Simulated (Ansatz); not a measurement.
```xyz
8

Al   -1.1375    1.6383   -0.9992
Al   -1.1825   -0.1451    1.1082
Al    1.1831    0.1460   -1.1074
Al    1.1370   -1.6389    0.9986
P    -2.7345    1.4041    0.5413
P    -0.5088   -1.8033    2.4962
P     2.7346   -1.4039   -0.5411
P     0.5085    1.8029   -2.4965
```

Geometry: PBE-D4/def2-SVP.

Computed with Ansatz 0.2.0, UKS PBE0-D4/def2-TZVP.

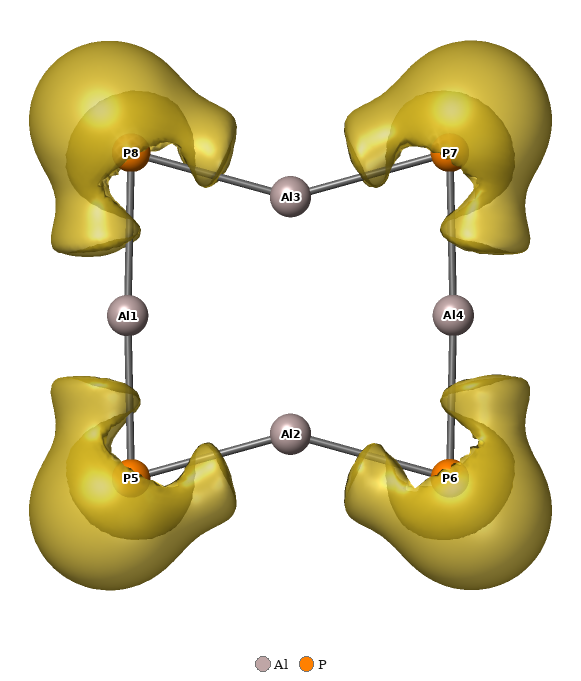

Al4P4 (triplet). Isosurface of the ELF at 0.8 (yellow), seen across its widest extent. Only the valence region is drawn (cores and ρ < 0.01 e/Å³ removed).

**Where are the electrons localised?**

At this value the surface marks out four regions on P in which the atom's valence shell and bonds are merged. Profiles from the grid: Al–P (2.23 Å): the ELF peaks at about 0.85 in the valence shell of P, 1.1 Å from its nucleus, and is about 0.85 at the midpoint.
